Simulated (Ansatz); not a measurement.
# CuF3 (ReO3 type): one cell, many starting occupations (series 2)

DFT+U has many self-consistent solutions. How far apart do the states of CuF3 (ReO3 type) lie when only the starting occupations change? Cell and atoms stay fixed. The cell was built by placing the elements on the sites of a structure type; the runs don't test whether it is the stable form.

Program: Ansatz 0.2.0. Level of theory: DFT PBE+U (U = 8 eV, J = 0.5 eV on Cu d), plane waves, PAW. These are calculated values, not measurements.

## (1) Starting point

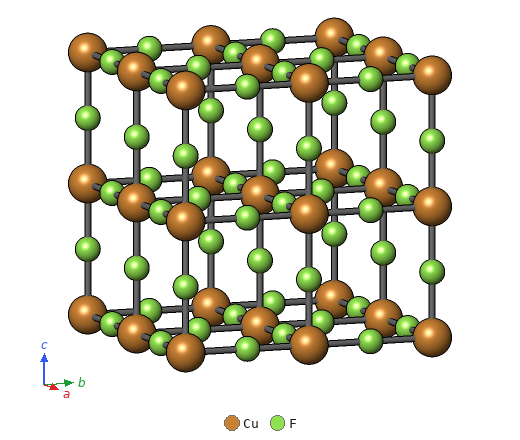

Start, viewed slightly off an axis; copper orange, fluorine green. 2×2×2 cells are drawn. Atoms on the faces are drawn again on the opposite ones.

Structure file:

```cif
data_structure
_symmetry_space_group_name_H-M 'P 1'
_symmetry_Int_Tables_number 1
_cell_length_a 3.7648
_cell_length_b 3.7648
_cell_length_c 3.7648
_cell_angle_alpha 90.000
_cell_angle_beta 90.000
_cell_angle_gamma 90.000
_cell_volume 53.36
loop_
_atom_site_label
_atom_site_type_symbol
_atom_site_fract_x
_atom_site_fract_y
_atom_site_fract_z
_atom_site_occupancy
Cu1 Cu 0.00000 0.00000 0.00000 1
F1 F 0.50000 0.00000 0.00000 1
F2 F 0.00000 0.00000 0.50000 1
F3 F 0.00000 0.50000 0.00000 1
```

Magnetic order typed: ferromagnetic.

The runs: random orbitals: single harmonics, second filling; random orbitals: fully mixed, first filling; random orbitals: single harmonics, first filling; random orbitals: fully mixed, one electron fewer; random orbitals: drawn by pairs, first filling.

An earlier series on this cell reached its lowest free state from «from atoms, default search», perhaps among other starts.

## (2) Random orbitals: single harmonics, second filling

input.yaml

```yaml
crystal:
  lattice:
    - [3.76476893, 0.0, 0.0]
    - [0.0, 3.76476893, 0.0]
    - [0.0, 0.0, 3.76476893]
  atoms:
    - { symbol: Cu, position: [0.0, 0.0, 0.0], spin: 0.3 }
    - { symbol: F, position: [0.5, 0.0, 0.0] }
    - { symbol: F, position: [0.0, 0.0, 0.5] }
    - { symbol: F, position: [0.0, 0.5, 0.0] }
basis:
  ecutwfc: 420
  ecutrho_ratio: 4
kpoints:
  mp_grid: { grid: [5, 5, 5] }
hamiltonian:
  xc: pbe
  hubbard:
    sites:
      - { site: 0, l: d, u: 8.0, j: 0.5, starting_ns: [{ spin: up, occupation_matrix: s0up }, { spin: down, occupation_matrix: s0down }] }
    occupation_matrices:
      s0up:
        matrix:
          - [0.97, 0.0, 0.0, 0.0, 0.0]
          - [0.0, 0.02, 0.0, 0.0, 0.0]
          - [0.0, 0.0, 0.97, 0.0, 0.0]
          - [0.0, 0.0, 0.0, 0.97, 0.0]
          - [0.0, 0.0, 0.0, 0.0, 0.97]
      s0down:
        matrix:
          - [0.97, 0.0, 0.0, 0.0, 0.0]
          - [0.0, 0.97, 0.0, 0.0, 0.0]
          - [0.0, 0.0, 0.02, 0.0, 0.0]
          - [0.0, 0.0, 0.0, 0.97, 0.0]
          - [0.0, 0.0, 0.0, 0.0, 0.97]
    ns_hold: { iters: 5 }
scf:
  occupations: { method: gaussian, width: 0.05 }
  lower_state_search: "off"
  max_iter: 150
output:
  forces: true
  stress: true
  eigenvalues: true
  populations: true
  hubbard: { sites: [{ site: 0, l: d }] }
magnetization:
  spin_polarized: true
```

The typed matrices put 0.97 on the chosen orbitals and 0.02 on the others, and are held for 5 cycles.

Run with:

```
$ ansatz run input.yaml --threads 2 --pin off --max-ram 3072MiB --backend cpu --events-out ev --progress --plain --runs-dir out
```

Output (excerpt; [...] marks lines left out):

```text
Warning: crystal.symmetry: narrowed to the stabiliser of the occupation matrices — unitary ops 48 → 8; lowered by the specified shell (site 0, l: d); largest admitted image defect 4.4e-16, smallest excluded 9.5e-1 — at a splitting's scale: the group the occupation matrices' own texture admits
Warning: RAYON_NUM_THREADS=2 ignored (pool sized by the plan → 2); use --threads N
Cu: projections on atomic orbitals take those of the free atom [Ne] 3s2 3p6 3d10 4s1, of charge +0.00 (hamiltonian.pseudopotentials.projection_atoms); the dataset's partial waves leave at most 2.0e-6 of an orbital's norm unspanned inside its sphere
F: projections on atomic orbitals take those of the free atom [He] 2s2 2p5, of charge +0.00 (hamiltonian.pseudopotentials.projection_atoms); the dataset's partial waves leave at most 1.6e-8 of an orbital's norm unspanned inside its sphere
[...]
Pseudopotentials: kind: paw
Pseudopotential: Cu, paw, valence charge 19, recommended cutoff 420 eV (normal), Cu.paw.azcp
Pseudopotential: F, paw, valence charge 7, recommended cutoff 420 eV (normal), F.paw.azcp
Functional definition: PBE
[...]
Crystal: 4 atoms, lattice volume = 53.360 Å³
Basis set: ecut = 420 eV, 1021 PW (Γ), exchange–correlation on 54×54×54 points (8 copies of the dense FFT grid, shifted against one another)
Bands: 25, of which v1, the nominal top of the filled ones, is band 20 counted from 1 (19 counted from 0)
Symmetry: 8 space group operations
k-points: 27 of 125
[...]
Starting moments: Σ|m| = 0.3 μB on 1 of 4 sites
[...]
SCF iter   1: F=—  HF=-9042.400102 eV  |F-HF|=—  |Δ(HF+E_count)|=         —  Δρ=1.40e-1 (↑1.04e-1 ↓1.40e-1)  dr2=2.44e1  dr2_m=1.89e-1  M=0.087 μB ∫|m|=0.124 μB  β_m=0.30  ethr=3.10e-3  ⟨swp⟩=6.0  Hψ=6064  notcnv=0
[...]
WARN: hamiltonian.hubbard: on 2 of 2 specified blocks the occupation matrix of this SCF's result fails the test of the specified filling. At site 0 ↑ (sites count from 0 in the list of atoms of the cell that this SCF solves) the least filled combination of the orbitals specified full has [...]
  site 0 (l=d) ↑: largest change of an orbital's occupation 0.9742; electrons 3.9000 specified, 4.0214 found; spectral distance 0.3127
  site 0 (l=d) ↓: largest change of an orbital's occupation 0.9740; electrons 3.9000 specified, 4.8797 found; spectral distance 0.9155
--- Forces (eV/Å), atoms counted from 1 ---
  atom   1  Cu     0.00000000     0.00000000     0.00000000
  atom   2  F      0.00000000     0.00000000     0.00000000
  atom   3  F      0.00000000     0.00000000     0.00000000
  atom   4  F     -0.00000000     0.00000000     0.00000000
[...]
--- Stress (GPa, compression-positive) ---
        3.143778       0.000000       0.000000
        0.000000       7.967977       0.000000
        0.000000       0.000000       7.971410
  P = ⅓ Tr σ = 6.3611 GPa (63.611 kbar)
--- Band table (eV; the first three rows and the last of 54) ---
[... band rows left out ...]
[...]
Occupation matrices written to <dir>
--- Löwdin populations: 4 sites ---
  site symbol       q [e]    m [muB]
     0     Cu     17.3214    -0.8532
     1      F      7.5283    -0.0839
     2      F      7.4916    -0.1125
     3      F      7.4917    -0.1125
  spilling = 0.004174 (of n_electrons = 40.000000)
--- Occupation matrices: 1 shell (run DFT+U table (all-electron-ortho-atomic); ε = 2.00e-2, under-converged) ---
  Cu0 d_3D: site group Oh (m-3m)
  Cu0 d_3D up     Tr n = 4.0214  λ = 0.262 0.776 0.994 0.994 0.995  [x2-y2 0.75 (Eg 1.00) Eg(1.00) | z2 0.75 (Eg 1.00) Eg(1.00) | 3× xz 0.33 (T2g 1.00) T2g(1.00)]
  Cu0 d_3D dn     Tr n = 4.8797  λ = 0.935 0.964 0.994 0.994 0.994  [z2 0.75 (Eg 1.00) Eg(1.00) | x2-y2 0.75 (Eg 1.00) Eg(1.00) | 3× xz 0.33 (T2g 1.00) T2g(1.00)]
  specified occupation → Cu0 d_3D up: matrix, ‖Δ‖_F = 1.2204, Tr Δ = -0.1214, displaced = 0.9626, d_λ = 0.3127; orbital distance = 1.4142
  specified occupation → Cu0 d_3D dn: matrix, ‖Δ‖_F = 0.9752, Tr Δ = -0.9797, displaced = 0.5312, d_λ = 0.9155; orbital distance = 1.4142
  Tr n, λ and their labels are of the run-group-symmetrised matrices; stabiliser: 16 of 96 elements of G0×{1,Θ} (closed), max defect 3.1e-4 at τ = 8.4e-3
```

Run time: 9.7 s. Hardware: 2 threads of AMD EPYC 9R45 (Zen 5), shared host; peak memory 0.52 GiB.

It ends with no gap, pressure 6.4 GPa, moments in spheres Cu -0.89; F -0.06, -0.09 μB, largest force component 0.00 eV/Å, 8 symmetry operations imposed. The program reports that the typed filling wasn't kept.

The shells' filling, with natural orbitals sorted by occupation:

| shell | channel | electrons | over 0.8 | 0.2 to 0.8 | under 0.2 |
| --- | --- | --- | --- | --- | --- |
| Cu 3d (atom 1) | up | 4.02 | 3 | 2 | 0 |
| Cu 3d (atom 1) | down | 4.88 | 5 | 0 | 0 |

## (3) Random orbitals: fully mixed, first filling

Changes to input.yaml since step 2:

```diff
@@ -6,3 +6,3 @@
   atoms:
-    - { symbol: Cu, position: [0.0, 0.0, 0.0], spin: 0.3 }
+    - { symbol: Cu, position: [0.0, 0.0, 0.0], spin: 2.0 }
     - { symbol: F, position: [0.5, 0.0, 0.0] }
@@ -24,3 +24,3 @@
           - [0.97, 0.0, 0.0, 0.0, 0.0]
-          - [0.0, 0.02, 0.0, 0.0, 0.0]
+          - [0.0, 0.97, 0.0, 0.0, 0.0]
           - [0.0, 0.0, 0.97, 0.0, 0.0]
@@ -30,8 +30,8 @@
         matrix:
-          - [0.97, 0.0, 0.0, 0.0, 0.0]
-          - [0.0, 0.97, 0.0, 0.0, 0.0]
-          - [0.0, 0.0, 0.02, 0.0, 0.0]
-          - [0.0, 0.0, 0.0, 0.97, 0.0]
-          - [0.0, 0.0, 0.0, 0.0, 0.97]
-    ns_hold: { iters: 5 }
+          - [0.947, -0.1314, 0.0622, 0.00178, 0.01354]
+          - [-0.1314, 0.18705, 0.30445, 0.14302, -0.01952]
+          - [0.0622, 0.30445, 0.72148, 0.20473, -0.18936]
+          - [0.00178, 0.14302, 0.20473, 0.42303, 0.39758]
+          - [0.01354, -0.01952, -0.18936, 0.39758, 0.67144]
+    ns_hold: { iters: 12 }
 scf:
```

The typed matrices put 0.97 on the chosen orbitals and 0.02 on the others, and are held for 12 cycles.

Run with:

```
$ ansatz run input.yaml --threads 2 --pin off --max-ram 3072MiB --backend cpu --events-out ev --progress --plain --runs-dir out
```

Output (excerpt; [...] marks lines left out):

```text
Warning: crystal.symmetry: narrowed to the stabiliser of the occupation matrices — unitary ops 48 → 2; lowered by the specified shell (site 0, l: d); largest admitted image defect 4.4e-16, smallest excluded 3.9e-1 — at a splitting's scale: the group the occupation matrices' own texture admits
Warning: RAYON_NUM_THREADS=2 ignored (pool sized by the plan → 2); use --threads N
Cu: projections on atomic orbitals take those of the free atom [Ne] 3s2 3p6 3d10 4s1, of charge +0.00 (hamiltonian.pseudopotentials.projection_atoms); the dataset's partial waves leave at most 2.0e-6 of an orbital's norm unspanned inside its sphere
F: projections on atomic orbitals take those of the free atom [He] 2s2 2p5, of charge +0.00 (hamiltonian.pseudopotentials.projection_atoms); the dataset's partial waves leave at most 1.6e-8 of an orbital's norm unspanned inside its sphere
[...]
[... 4 set-up lines as earlier in the session ...]
[...]
Crystal: 4 atoms, lattice volume = 53.360 Å³
[...]
WARN: hamiltonian.hubbard: on 1 of 2 specified blocks the occupation matrix of this SCF's result fails the test of the specified filling. At site 0 ↓ (sites count from 0 in the list of atoms of the cell that this SCF solves) the least filled combination of the orbitals specified full has [...]
        0.000019       3.143416      -0.000034
        0.000102       0.000016       7.971976
  P = ⅓ Tr σ = 6.3616 GPa (63.616 kbar)
--- Band table (eV; the first three rows and the last of 126) ---
[... band rows left out ...]
[...]
Occupation matrices written to <dir>
--- Löwdin populations: 4 sites ---
  site symbol       q [e]    m [muB]
     0     Cu     17.3214     0.8532
     1      F      7.4916     0.1125
     2      F      7.4916     0.1125
     3      F      7.5284     0.0838
  spilling = 0.004174 (of n_electrons = 40.000000)
--- Occupation matrices: 1 shell (run DFT+U table (all-electron-ortho-atomic); ε = 7.61e-3) ---
  Cu0 d_3D: site group Oh (m-3m)
  Cu0 d_3D up     Tr n = 4.8796  λ = 0.935 0.964 0.994 0.994 0.994  [z2 0.75 (Eg 1.00) Eg(1.00) | x2-y2 0.75 (Eg 1.00) Eg(1.00) | 3× xz 0.33 (T2g 1.00) T2g(1.00)]
  Cu0 d_3D dn     Tr n = 4.0214  λ = 0.262 0.776 0.994 0.994 0.995  [x2-y2 0.75 (Eg 1.00) Eg(1.00) | z2 0.75 (Eg 1.00) Eg(1.00) | 3× xz 0.33 (T2g 1.00) T2g(1.00)]
  specified occupation → Cu0 d_3D up: matrix, ‖Δ‖_F = 0.0545, Tr Δ = -0.0296, displaced = 0.0562, d_λ = 0.0545; orbital distance = 0.0000
  specified occupation → Cu0 d_3D dn: matrix, ‖Δ‖_F = 1.3281, Tr Δ = -1.0714, displaced = 1.1916, d_λ = 0.7952; orbital distance = 1.6734
  Tr n, λ and their labels are of the run-group-symmetrised matrices; stabiliser: 16 of 96 elements of G0×{1,Θ} (closed), max defect 4.0e-4 at τ = 1.6e-3
```

Wall time 6.7 s (2 threads of AMD EPYC 9R45 (Zen 5), shared host); peak memory 0.52 GiB.

Result: no gap, pressure 6.4 GPa, moments in spheres Cu 0.89; F 0.09, 0.06 μB, largest force component 0.00 eV/Å, 2 symmetry operations imposed. The program reports that the typed filling wasn't kept.

The shells' filling, with natural orbitals sorted by occupation:

| shell | channel | electrons | over 0.8 | 0.2 to 0.8 | under 0.2 |
| --- | --- | --- | --- | --- | --- |
| Cu 3d (atom 1) | up | 4.88 | 5 | 0 | 0 |
| Cu 3d (atom 1) | down | 4.02 | 3 | 2 | 0 |

(Part 1 of 2 ends here.)
